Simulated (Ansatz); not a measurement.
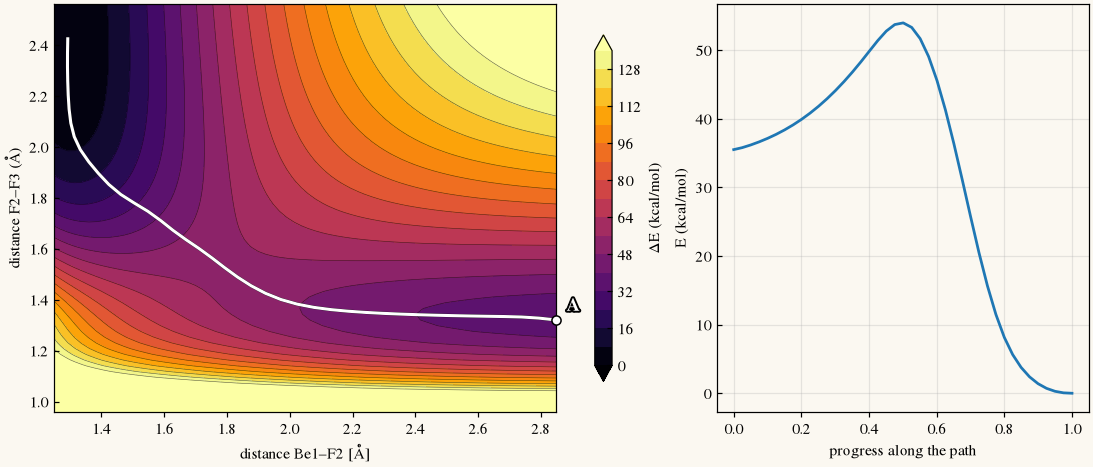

The system Be + F₂. Coordinates scanned: (1) distance Be1–F2; (2) distance F2–F3. Nothing is relaxed (the angle Be1–F2–F3 is fixed at 180 degrees). Grid: 17 × 17 points. Points are written as (first, second). All energies are given in kcal/mol relative to the lowest grid point. The reference is spin-restricted, so regions where a bond is pulled apart into radicals lie too high. All numbers below come from Ansatz 0.2.0, RHF/def2-TZVPD.

The picture shows filled contours, a line along the lowest path, one colour for all values above the top of the scale, the energy along the path at the right, the start A. Between grid points the surface is interpolated.

Describe the path and its barrier.

The easiest path runs from the side where the first distance is long, (2.848 Å, 1.313 Å), to the side where the second distance is long, (1.292 Å, 2.431 Å). Its highest point, at about (1.79 Å, 1.53 Å), lies about 18 kcal/mol above the start and 54 kcal/mol above the end on the interpolated surface. An end on the edge of the scan is no minimum, so the barrier from there is a lower bound.
